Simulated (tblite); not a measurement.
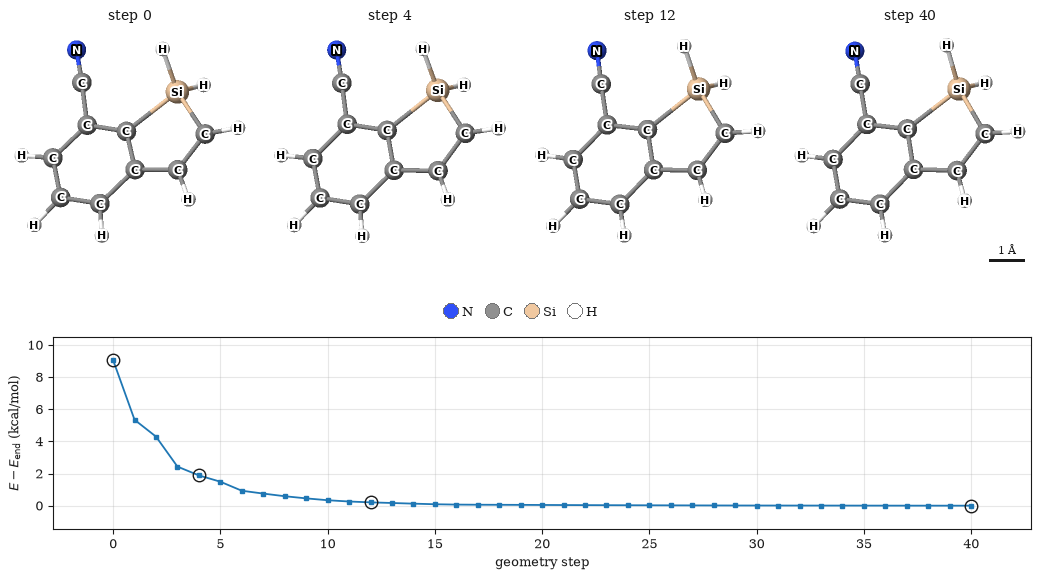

Frames of a relaxation of C$_{9}$H$_{7}$NSi, marked on the history of the run. The picture is a ball-and-stick view, seen at a tilt.

These are results of GFN2-xTB geometry optimisation, gas phase (tblite), not measurements. 

**What happens along the run?**

The atom that moves furthest after the best rigid fit is an H atom (0.16 Å). Largest moves by element: H 0.16 Å, Si 0.10 Å, C 0.08 Å, N 0.06 Å. Near-neighbour distances that change, for instance: C–C 1.459 → 1.413 Å, C–H 1.126 → 1.082 Å, C–C 1.415 → 1.457 Å, C–C 1.365 → 1.400 Å. Among the angles between lasting bonds that change: C–C–H 128.8° → 121.8°, C–C–C 114.3° → 120.6°, C–C–C 125.0° → 118.9°. Over 40 geometry steps the energy falls by 9.06 kcal/mol. From step 0 to 4: the Si atom moves most (0.05 Å), energy −7.18 kcal/mol. From step 4 to 12: an H atom moves most (0.09 Å), energy −1.68 kcal/mol. From step 12 to 40: N and H atoms move most (0.08 Å), energy −0.21 kcal/mol.
